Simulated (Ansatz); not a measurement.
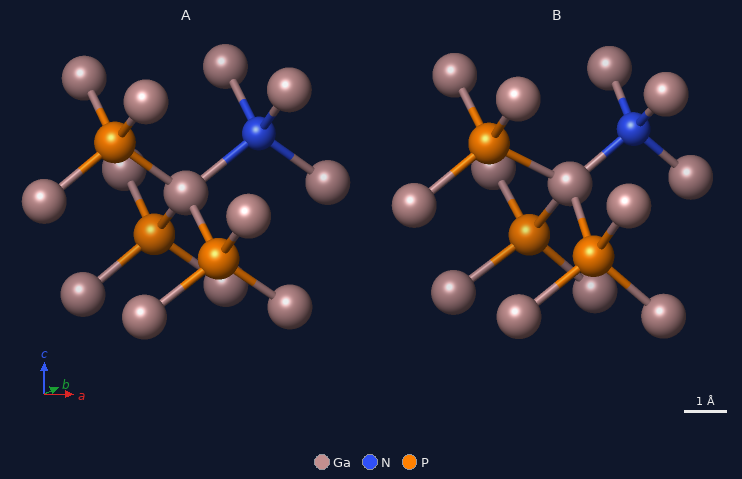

Two geometries of solid Ga$_{32}$N$_{6}$P$_{26}$ (a generated structure, set up in P1), drawn at one scale. One is the start of a relaxation, the other its converged end. Style: ball-and-stick. Shown: the atoms within 4.2 Å of the atom that moves most (axes of the cell of the calculation (origin shifted)), slightly off an axis.

Computed with Ansatz 0.2.0, DFT, PBEsol, PAW, plane waves. Settings: plane-wave cutoff 420 eV; k-point mesh 1 × 1 × 1; mesh shifted by (0.25, 0.25, 0.25); no spin polarisation; cell relaxed at fixed shape; force threshold 0.03 eV/Å; at most 80 steps.

Q: Which geometry has the lower energy?

A: Structure B is the relaxed one. The energy falls by 144 meV per atom in 5 geometry steps. The largest force component goes from 3.2 to 0.025 eV/Å. Pressure: 2.89 GPa at the start and −0.01 GPa at the end. The atom that moves furthest is a Ga atom (0.39 Å along [1 1 1]). By element the largest moves are Ga 0.39 Å, N 0.19 Å, P 0.18 Å. The cell doesn't change. Near-neighbour distances that change, for instance: Ga–N 2.305 → 2.043 Å, Ga–N 2.240 → 1.993 Å, Ga–N 2.294 → 2.067 Å, Ga–N 2.264 → 2.071 Å. Among the angles between lasting bonds that change: N–Ga–P 110.2° → 119.1°, P–Ga–P 109.7° → 101.5°, Ga–P–Ga 108.8° → 117.0°. The space group stays P1 (No. 1). Cost: 6.1 s on 1 × NVIDIA GB200 with 8 threads of Arm Neoverse-V2, peak memory 1.9 GiB.
